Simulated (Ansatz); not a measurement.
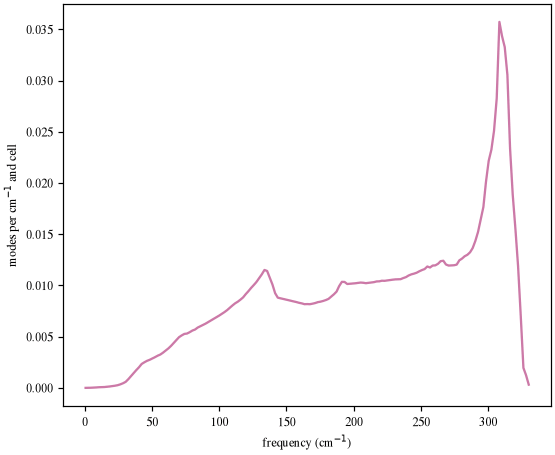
Figure. Phonon density of states of Li (bcc (W type), Im-3m), 1 atoms a cell, the program Ansatz at the r²SCAN level (PAW)

Question: Estimate the mean frequency and the zero-point energy.

Answer: The mean is about 220 cm⁻¹, and (3/2)ħ⟨ω⟩ gives 40.3 meV/atom.

Question: What share of the Dulong–Petit heat capacity is reached at 100 K and at 300 K?

Answer: 49 % and 91 %.

The r²SCAN relaxation kept the symmetry of its start; phonons on a q-mesh show no instability. As this level gives no gap, phonon frequencies hold no LO–TO term and depend on the k-mesh and smearing (Fermi–Dirac, 0.1 eV here).

Potentials: the later of the program's two PAW sets.
